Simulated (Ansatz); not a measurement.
# BH2 radical: small, medium and large basis sets

How large a basis does BH2 radical need? Two functionals and correlated methods are run in growing sets.

Method: one geometry, several basis sets; program: Ansatz 0.2.0, Gaussian basis.

Levels to be run: PBE0-D4/def2-SVP; ωB97M-V/def2-SVP; PBE0-D4/def2-QZVPP; ωB97M-V/def2-QZVPP; CCSD(T)/cc-pV(D+d)Z; CCSD(T)/cc-pV(T+d)Z; CCSD(T)/cc-pV(Q+d)Z; the functionals' def2-TZVPP values are taken from earlier runs.

### Step 1. Structure used throughout

An earlier PBE0-D4 in a triple-zeta def2 set relaxation fixed the geometry.

SMILES `[BH2]`, 3 atoms, charge 0, spin multiplicity 2.

Atoms are counted from 1 here; the program's logs count them from 0.

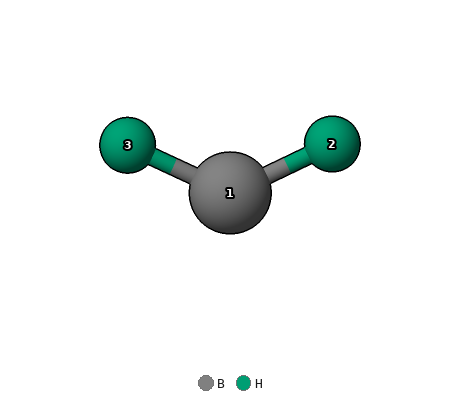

The structure; boron grey, hydrogen teal; atoms are numbered from 1 in the order of the file.

### Step 2. PBE0-D4 in def2-SVP

in.yaml

```yaml
crystal:
  periodic: [false, false, false]
  atoms:
    - {symbol: B, position_ang: [0.264671, -0.167405, 0.129534]}
    - {symbol: H, position_ang: [0.292401, 1.015071, 0.271046]}
    - {symbol: H, position_ang: [-0.557071, -0.847666, -0.400590]}
basis:
  gaussian: {orbitals: def2-SVP}
magnetization: {spin_polarized: true, initial_magnetization: 1}
hamiltonian: {xc: pbe0, dispersion: d4}
output: {orbitals: {seedname: orbitals}}
```

On the command line:

```bash
> ansatz run in.yaml --threads 2 --pin off --events-out ev --progress --plain --max-ram 32768MiB --backend cpu
```

What it wrote:

```text
Functional definition: PBE0
  name "PBE0"
  cite "Adamo & Barone, J. Chem. Phys. 110, 6158 (1999) doi:10.1063/1.478522"
  cite "Perdew, Burke & Ernzerhof, Phys. Rev. Lett. 77, 3865 (1996) doi:10.1103/PhysRevLett.77.3865"
  parent pbe
  parameter a = 0.25
  parameter kappa = 0.804
  parameter beta = 0.06672455060314922
  exchange = (1 - a)*pbe_x(kappa = kappa, mu = beta*pi^2/3) + a*exact_x
  correlation = pbe_c(beta = beta)
250 factors; integrals over basis functions are off by at most 8.4e-4 eV
mean field evaluation 1: about -703.5572 eV, gradient 5.5e0 eV
mean field evaluation 2: about -703.7926 eV, gradient 1.9e0 eV
mean field evaluation 4: about -703.8236 eV, gradient 8.4e-2 eV
mean field evaluation 8: about -703.8229 eV, gradient 7.5e-4 eV
mean field evaluation 16: about -703.8229 eV, gradient 1.4e-5 eV
mean field -703.82293405 eV, -25.8650157581 hartree, gradient 1.4e-5 eV, S^2 0.751419; 1 other end points of the search recorded, 0 dependent functions left out
reference -703.82295365 eV, -25.8650164785 hartree; 4, 3 occupied and 20, 21 virtual orbitals, 250 factors
Total energy: -703.83217202 eV, -25.8653552471 hartree
```

It took 0.4 s on 2 threads of AMD EPYC 7R13, shared host.

### Step 3. ωB97M-V in def2-SVP

in.yaml: that of step 2 with these lines changed.

```diff
@@ -9,3 +9,3 @@
 magnetization: {spin_polarized: true, initial_magnetization: 1}
-hamiltonian: {xc: pbe0, dispersion: d4}
+hamiltonian: {xc: {name: wB97M-V}}
 output: {orbitals: {seedname: orbitals}}
```

Launched as before.

What it wrote, shortened:

```text
Functional definition: wB97M-V
  name "wB97M-V"
  cite "Mardirossian & Head-Gordon, J. Chem. Phys. 144, 214110 (2016) doi:10.1063/1.4952647"
  cite "Becke, J. Chem. Phys. 107, 8554 (1997) doi:10.1063/1.475007"
  cite "Vydrov & Van Voorhis, J. Chem. Phys. 133, 244103 (2010) doi:10.1063/1.3521275"
  # Of w^i u^j: cxij and so on, Table III.
[...]
  gx(w, u) = 1 - cx + cx01*u + cx10*w
  gss(w, u) = css00 + css04*u^4 + css10*w + css20*w^2 + css43*w^4*u^3
  gos(w, u) = cos00 + cos10*w + (cos20 + cos21*u)*w^2 + (cos60 + cos61*u)*w^6
[...]
      + integral(e_c_pw_mod_opposite_spin*gos(b97_w_opposite, b97_u_opposite)) + vv10(b, c)
250 factors; integrals over basis functions are off by at most 8.4e-4 eV
86 factors; integrals over basis functions are off by at most 6.3e-6 eV
[...]
mean field -704.16383731 eV, -25.8775437218 hartree, gradient 2.8e-5 eV, S^2 0.750646; 1 other end points of the search recorded, 0 dependent functions left out
reference -704.16386520 eV, -25.8775447468 hartree; 4, 3 occupied and 20, 21 virtual orbitals, 250 factors
Total energy: -704.16386520 eV, -25.8775447468 hartree
```

It took 0.86 s on 2 threads of AMD EPYC 7R13, shared host.

### Step 4. PBE0-D4 in def2-QZVPP

in.yaml: that of step 3 with these lines changed.

```diff
@@ -7,5 +7,5 @@
 basis:
-  gaussian: {orbitals: def2-SVP}
+  gaussian: {orbitals: "def2-QZVPP.json"}
 magnetization: {spin_polarized: true, initial_magnetization: 1}
-hamiltonian: {xc: {name: wB97M-V}}
+hamiltonian: {xc: pbe0, dispersion: d4}
 output: {orbitals: {seedname: orbitals}}
```

The command is unchanged.

What it wrote:

```text
Functional definition: PBE0
  name "PBE0"
  cite "Adamo & Barone, J. Chem. Phys. 110, 6158 (1999) doi:10.1063/1.478522"
  cite "Perdew, Burke & Ernzerhof, Phys. Rev. Lett. 77, 3865 (1996) doi:10.1103/PhysRevLett.77.3865"
  parent pbe
  parameter a = 0.25
  parameter kappa = 0.804
  parameter beta = 0.06672455060314922
  exchange = (1 - a)*pbe_x(kappa = kappa, mu = beta*pi^2/3) + a*exact_x
  correlation = pbe_c(beta = beta)
325 factors; their error is unknown
mean field evaluation 1: about -704.2037 eV, gradient 8.4e0 eV
mean field evaluation 2: about -704.6066 eV, gradient 3.4e0 eV
mean field evaluation 4: about -704.6862 eV, gradient 1.1e-1 eV
mean field evaluation 8: about -704.6850 eV, gradient 9.8e-3 eV
mean field evaluation 16: about -704.0404 eV, gradient 3.9e0 eV
mean field -704.68495895 eV, -25.8966945890 hartree, gradient 5.9e-5 eV, S^2 0.752016; 1 other end points of the search recorded, 0 dependent functions left out
reference -704.68499174 eV, -25.8966957939 hartree; 4, 3 occupied and 113, 114 virtual orbitals, 325 factors
Total energy: -704.69421011 eV, -25.8970345625 hartree
```

Wall time 0.76 s (2 threads of AMD EPYC 7R13, shared host).

### Step 5. ωB97M-V in def2-QZVPP

in.yaml: that of step 4 with these lines changed.

```diff
@@ -9,3 +9,3 @@
 magnetization: {spin_polarized: true, initial_magnetization: 1}
-hamiltonian: {xc: pbe0, dispersion: d4}
+hamiltonian: {xc: {name: wB97M-V}}
 output: {orbitals: {seedname: orbitals}}
```

Launched as before.

What it wrote, shortened:

```text
Functional definition: wB97M-V
  name "wB97M-V"
  cite "Mardirossian & Head-Gordon, J. Chem. Phys. 144, 214110 (2016) doi:10.1063/1.4952647"
  cite "Becke, J. Chem. Phys. 107, 8554 (1997) doi:10.1063/1.475007"
  cite "Vydrov & Van Voorhis, J. Chem. Phys. 133, 244103 (2010) doi:10.1063/1.3521275"
  # Of w^i u^j: cxij and so on, Table III.
[...]
  gx(w, u) = 1 - cx + cx01*u + cx10*w
  gss(w, u) = css00 + css04*u^4 + css10*w + css20*w^2 + css43*w^4*u^3
  gos(w, u) = cos00 + cos10*w + (cos20 + cos21*u)*w^2 + (cos60 + cos61*u)*w^6
[...]
      + integral(e_c_pw_mod_opposite_spin*gos(b97_w_opposite, b97_u_opposite)) + vv10(b, c)
325 factors; their error is unknown
114 factors; integrals over basis functions are off by at most 2.7e-5 eV
[...]
mean field -705.12455861 eV, -25.9128495784 hartree, gradient 2.3e-5 eV, S^2 0.750874; 1 other end points of the search recorded, 0 dependent functions left out
reference -705.12460410 eV, -25.9128512499 hartree; 4, 3 occupied and 113, 114 virtual orbitals, 325 factors
Total energy: -705.12460410 eV, -25.9128512499 hartree
```

It took 2.3 s on 2 threads of AMD EPYC 7R13, shared host.

### Step 6. Density functionals: the series

The def2-TZVPP values come from earlier runs at the same geometry.

| functional | basis | functions | energy (eV) | from the largest (eV) | HOMO (eV) | LUMO (eV) |
| --- | --- | --- | --- | --- | --- | --- |
| PBE0-D4 | def2-SVP | 24 | -703.8322 | 0.862 | -6.14 | -2.28 |
| PBE0-D4 | def2-TZVPP | 59 | -704.6422 | 0.052 | -6.17 | -2.33 |
| PBE0-D4 | def2-QZVPP | 117 | -704.6942 | 0.000 | -6.17 | -2.34 |
| ωB97M-V | def2-SVP | 24 | -704.1639 | 0.961 | -7.98 | -0.09 |
| ωB97M-V | def2-TZVPP | 59 | -705.0727 | 0.052 | -8.06 | -0.29 |
| ωB97M-V | def2-QZVPP | 117 | -705.1246 | 0.000 | -8.07 | -0.36 |

### Step 7. CCSD(T) in cc-pV(D+d)Z

in.yaml: that of step 5 with these lines changed.

```diff
@@ -7,5 +7,5 @@
 basis:
-  gaussian: {orbitals: "def2-QZVPP.json"}
+  gaussian: {orbitals: "cc-pV(D+d)Z.json"}
 magnetization: {spin_polarized: true, initial_magnetization: 1}
-hamiltonian: {xc: {name: wB97M-V}}
-output: {orbitals: {seedname: orbitals}}
+correlation: {method: ccsd_t}
+scf: {omitted_lower_state_checks: [cluster_reference]}
```

Same command.

What it wrote, shortened:

```text
Functional definition: HF
  name "HF"
  cite "Fock, Z. Phys. 61, 126 (1930) doi:10.1007/BF01340294"
  parent pbe
[...]
219 factors; integrals over basis functions are off by at most 1.2e-3 eV
[...]
mean field -700.77361426 eV, -25.7529553227 hartree, gradient 4.4e-6 eV, S^2 0.753164; 2 other end points of the search recorded, 0 dependent functions left out
1 core orbitals not correlated: weight in the atoms' cores, before any rotation towards them, 1.000 or more for the frozen orbitals, at most 0.000 for the correlated occupied ones
reference -700.77361426 eV, -25.7529553227 hartree; 3, 2 occupied and 20, 21 virtual orbitals, 219 factors
second order -1.80626318 eV of doubles, -0.00000000 eV of singles
cycle   1  -2.19839120 eV  change   -3.9e-1 eV  update   4.2e-2
[...]
cycle  10  -2.34569265 eV  change    1.6e-6 eV  update   7.0e-7
perturbative correction -0.03165849 eV, -0.0011634280 hartree
Total energy: -703.15096540 eV, -25.8403213656 hartree
Checks for a lower state left out: cluster_reference
```

It took 0.46 s on 2 threads of AMD EPYC 7R13, shared host.

### Step 8. CCSD(T) in cc-pV(T+d)Z

in.yaml: that of step 7 with these lines changed.

```diff
@@ -7,3 +7,3 @@
 basis:
-  gaussian: {orbitals: "cc-pV(D+d)Z.json"}
+  gaussian: {orbitals: "cc-pV(T+d)Z.json"}
 magnetization: {spin_polarized: true, initial_magnetization: 1}
@@ -11 +11,2 @@
 scf: {omitted_lower_state_checks: [cluster_reference]}
+output: {orbitals: {seedname: orbitals}}
```

Same command.

What it wrote, shortened:

```text
Functional definition: HF
  name "HF"
  cite "Fock, Z. Phys. 61, 126 (1930) doi:10.1007/BF01340294"
  parent pbe
[...]
325 factors; integrals over basis functions are off by at most 7.9e-4 eV
[...]
mean field -700.97223843 eV, -25.7602546261 hartree, gradient 5.8e-6 eV, S^2 0.753759; 2 other end points of the search recorded, 0 dependent functions left out
1 core orbitals not correlated: weight in the atoms' cores, before any rotation towards them, 1.000 or more for the frozen orbitals, at most 0.000 for the correlated occupied ones
reference -700.97223843 eV, -25.7602546261 hartree; 3, 2 occupied and 54, 55 virtual orbitals, 325 factors
second order -2.24212265 eV of doubles, -0.00000000 eV of singles
cycle   1  -2.60156236 eV  change   -3.6e-1 eV  update   4.1e-2
[...]
cycle   9  -2.74374466 eV  change    1.1e-6 eV  update   3.5e-6
perturbative correction -0.05321597 eV, -0.0019556507 hartree
Total energy: -703.76919905 eV, -25.8630410332 hartree
Checks for a lower state left out: cluster_reference
```

It took 0.97 s on 2 threads of AMD EPYC 7R13, shared host.

### Step 9. CCSD(T) in cc-pV(Q+d)Z

in.yaml: that of step 8 with these lines changed.

```diff
@@ -7,3 +7,3 @@
 basis:
-  gaussian: {orbitals: "cc-pV(T+d)Z.json"}
+  gaussian: {orbitals: "cc-pV(Q+d)Z.json"}
 magnetization: {spin_polarized: true, initial_magnetization: 1}
@@ -11,2 +11 @@
 scf: {omitted_lower_state_checks: [cluster_reference]}
-output: {orbitals: {seedname: orbitals}}
```

Same command.

What it wrote, shortened:

```text
Functional definition: HF
  name "HF"
  cite "Fock, Z. Phys. 61, 126 (1930) doi:10.1007/BF01340294"
  parent pbe
[...]
669 factors; integrals over basis functions are off by at most 7.4e-4 eV
[...]
mean field -701.01796173 eV, -25.7619349265 hartree, gradient 4.9e-6 eV, S^2 0.753862; 2 other end points of the search recorded, 0 dependent functions left out
1 core orbitals not correlated: weight in the atoms' cores, before any rotation towards them, 1.000 or more for the frozen orbitals, at most 0.000 for the correlated occupied ones
reference -701.01796173 eV, -25.7619349265 hartree; 3, 2 occupied and 111, 112 virtual orbitals, 669 factors
second order -2.38940172 eV of doubles, -0.00000000 eV of singles
cycle   1  -2.71046365 eV  change   -3.2e-1 eV  update   4.1e-2
[...]
cycle   9  -2.85360266 eV  change    3.8e-6 eV  update   3.9e-6
perturbative correction -0.05901696 eV, -0.0021688334 hartree
Total energy: -703.93058135 eV, -25.8689717234 hartree
Checks for a lower state left out: cluster_reference
```

It took 4.8 s on 2 threads of AMD EPYC 7R13, shared host; peak memory 0.69 GiB.

The pieces so far (eV):

| basis | HF | MP2 correlation | CCSD correlation | (T) | total |
| --- | --- | --- | --- | --- | --- |
| cc-pV(D+d)Z | -700.7736 | -1.8063 | -2.3457 | -0.0317 | -703.1510 |
| cc-pV(T+d)Z | -700.9722 | -2.2421 | -2.7437 | -0.0532 | -703.7692 |
| cc-pV(Q+d)Z | -701.0180 | -2.3894 | -2.8536 | -0.0590 | -703.9306 |

### Step 10. Extrapolating to the complete basis

This step is arithmetic on the last runs, with X = 3 and 4: exp(−5.46√X) for Hartree-Fock, X^−3.05 for correlation.

| level | energy at the limit (eV) |
| --- | --- |
| HF | -701.0317 |
| MP2 | -703.5260 |
| CCSD | -703.9635 |
| CCSD(T) | -704.0267 |

| basis | HF above its limit (eV) | share of the MP2 correlation limit (%) |
| --- | --- | --- |
| cc-pV(D+d)Z | 0.258 | 72.4 |
| cc-pV(T+d)Z | 0.059 | 89.9 |
| cc-pV(Q+d)Z | 0.014 | 95.8 |

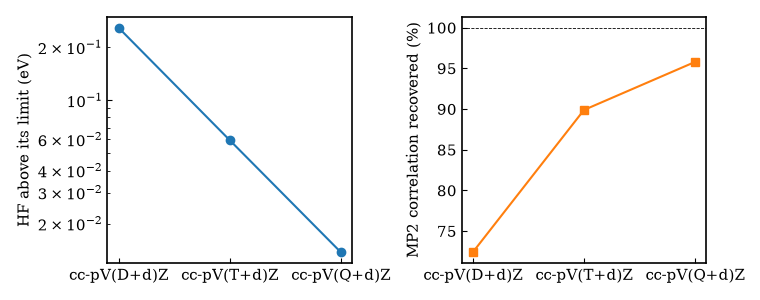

Hartree-Fock converges fast with the basis, correlation slowly.

### Step 11. Summary of results

| quantity | value |
| --- | --- |
| MP2 correlation recovered, cc-pV(D+d)Z | 72.4 % |
| MP2 correlation recovered, cc-pV(T+d)Z | 89.9 % |
| MP2 correlation recovered, cc-pV(Q+d)Z | 95.8 % |
| CCSD(T) limit from def2 sets (earlier runs) less the limit of this series | 8 meV |
| PBE0-D4: double and triple zeta above quadruple | 0.86, 0.05 eV |
| ωB97M-V: double and triple zeta above quadruple | 0.96, 0.05 eV |

In words: PBE0-D4 gains 0.81 eV from double to triple zeta, then 0.05 eV more. In cc-pV(D+d)Z MP2 holds 72 % of its limit, in cc-pV(Q+d)Z 96 %, while Hartree-Fock is within 0.014 eV in the largest set. A limit from the def2 sets, made apart, differs by 8 meV, a least measure of the doubt on such a limit. These are total energies; as a rule much of such shifts cancels in differences, which this series doesn't test.
